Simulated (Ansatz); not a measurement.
# ClH4NSi···H2···NH3: what the fields show

```tsv
atom	x (Å)	y (Å)	z (Å)
Si	-1.6758	-0.2731	1.0467
H	1.1159	-2.4587	-1.4388
H	-2.0700	-0.5546	-0.3518
H	-2.2437	-1.2471	2.0050
Cl	-2.5896	1.5406	1.5024
H	2.2443	1.5903	-1.0818
N	0.0131	-0.2856	1.1536
H	0.8956	-2.0741	-0.8359
N	1.3026	1.2272	-1.1650
H	0.5539	0.2361	0.4612
H	0.4609	-0.3014	2.0559
H	1.2934	0.5932	-1.9550
H	0.6992	2.0074	-1.3964
```

The product side of a reaction path; geometry: PBE0-D4/def2-TZVP.

These are results of RKS PBE0-D4/def2-TZVPP (Ansatz 0.2.0), not measurements.

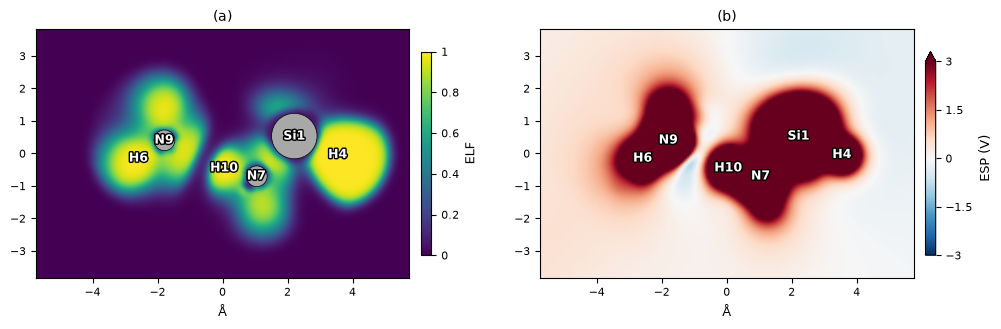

Figure 1. (a) ELF; (b) molecular electrostatic potential on the plane of atoms Si1, N7 and H10. Grey discs cover the atomic cores in the ELF map.

> What do the fields say about this system?

The section cuts through Si, H and N sites. N9···H10 (2.05 Å): the ELF dips to about 0.10 between them: a closed-shell contact with the geometry of a hydrogen bond. Si–N (1.69 Å): the ELF peaks at about 0.90 between the atoms; a shared but strongly polarised pair. N–H (1.02 Å): the ELF climbs to about 1 towards the hydrogen, as it does in any bond to H (an ordinary covalent bond to hydrogen). Si–H (1.48 Å): the ELF climbs to about 1 towards the hydrogen. Outside the dense part of the complex the potential is most negative (−0.6 V) near N9.

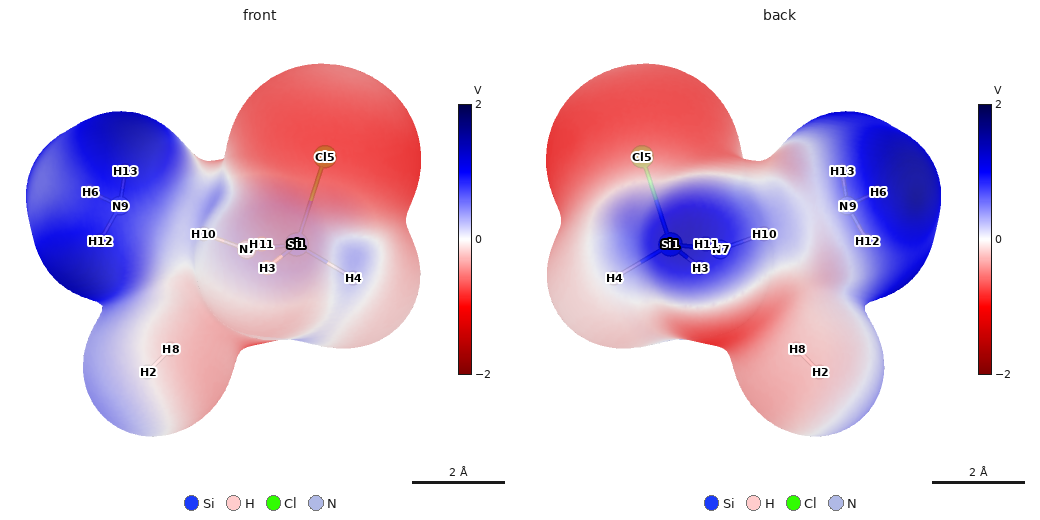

Figure 2. The electrostatic potential painted on the density surface at 0.001 e/bohr³, seen from the front and from behind; red is negative and blue positive.

> Where is the surface potential most negative and most positive?

The most negative region (about −0.8 V) lies over Cl5 and N7, the most positive (about +1.5 V) over H6.

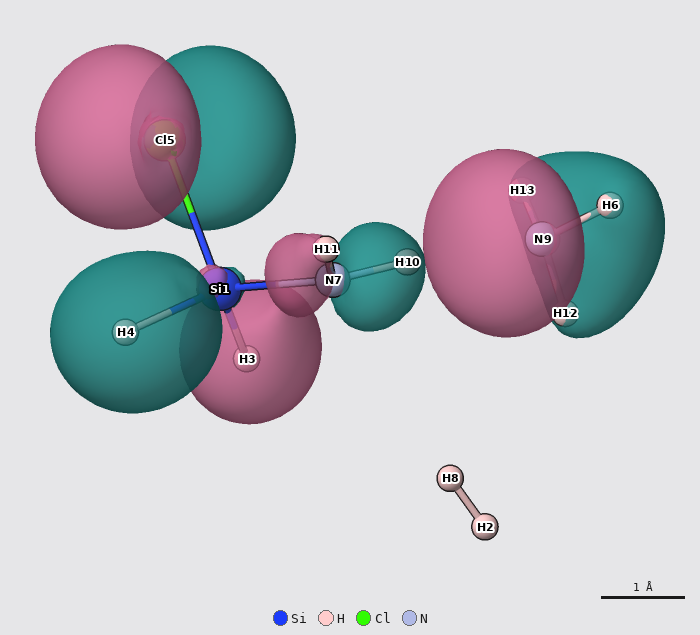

Figure 3. The HOMO−1 at ±0.08 Å⁻³ᐟ² (teal and pink are the two phases), seen at an oblique angle.

> Where does this orbital lie, and at what energy?

Its weight (Hirshfeld) is mainly on Cl5 (about 35 %), N9 (about 30 %), Si1 (about 10 %) and H4 (about 10 %). Its energy is −8.31 eV.
